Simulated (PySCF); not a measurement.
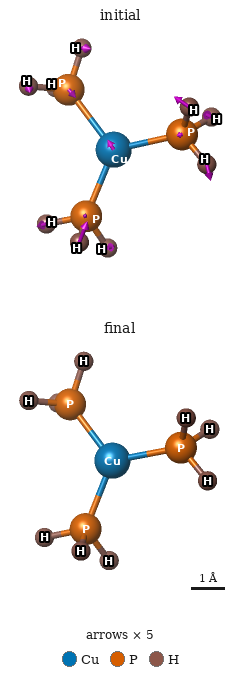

The structure of CuP3H9 (charge +1) before (top) and after (bottom) a relaxation, at one scale. The purple arrows give the displacements, magnified 5 times.

A ball-and-stick model, seen at a tilt.

The start comes from GFN2-xTB. Its atoms were then displaced at random by about 0.03 Å.

The calculation used PBE0-D3(BJ)/def2-SVP geometry optimisation, gas phase in PySCF. 

### What changed between the two?

Over 6 geometry steps the energy falls by 48.3 kJ/mol. The atom that moves furthest after the best rigid fit is an H atom (0.15 Å). Largest moves by element: H 0.15 Å, Cu 0.07 Å, P 0.07 Å. Some distances before and after: Cu–P 2.441 → 2.298 Å, H–P 1.312 → 1.417 Å, H–P 1.352 → 1.418 Å, Cu–P 2.249 → 2.297 Å. Bond angles that change, for instance: Cu–P–H 123.8° → 117.2°, H–P–H 93.0° → 98.7°, Cu–P–H 121.2° → 117.4°.
